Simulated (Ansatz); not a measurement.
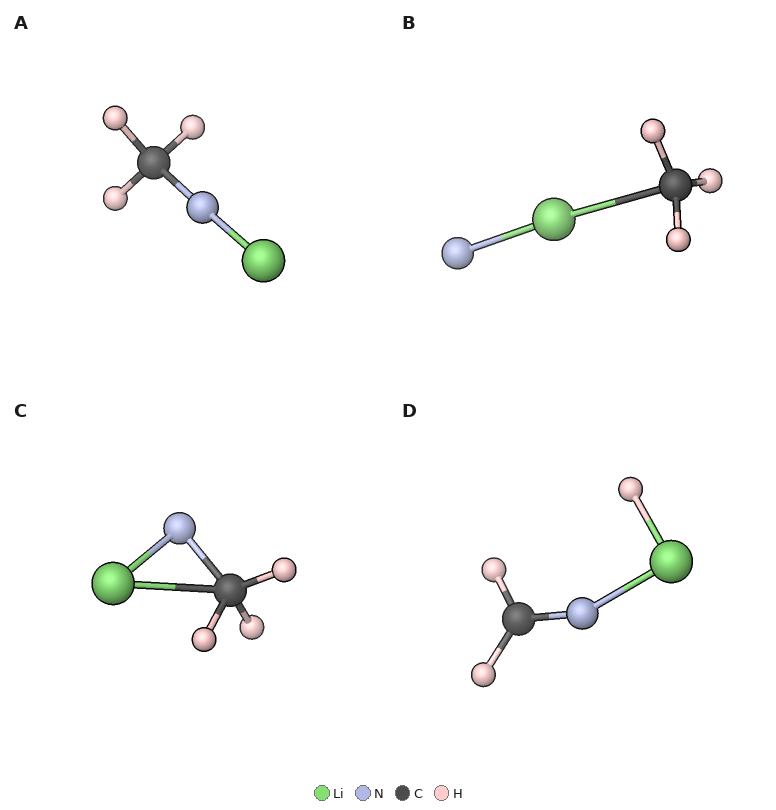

4 stationary structures of one formula. Charge 0, doublet. Geometries: PBE0-D4/def2-TZVP. Electronic energies: r2SCAN-D4/def2-TZVPP (Ansatz 0.2.0), without zero-point energy. No frequency run is at hand to confirm each as a minimum.

Which is lowest in energy, and by how much?

A is lowest; C lies 7.7 kcal/mol above it (Cs), D lies 12.5 kcal/mol above it (Cs), B lies 80.8 kcal/mol above it.

The determinant isn't a pure spin state (⟨S²⟩ up to 1.76).
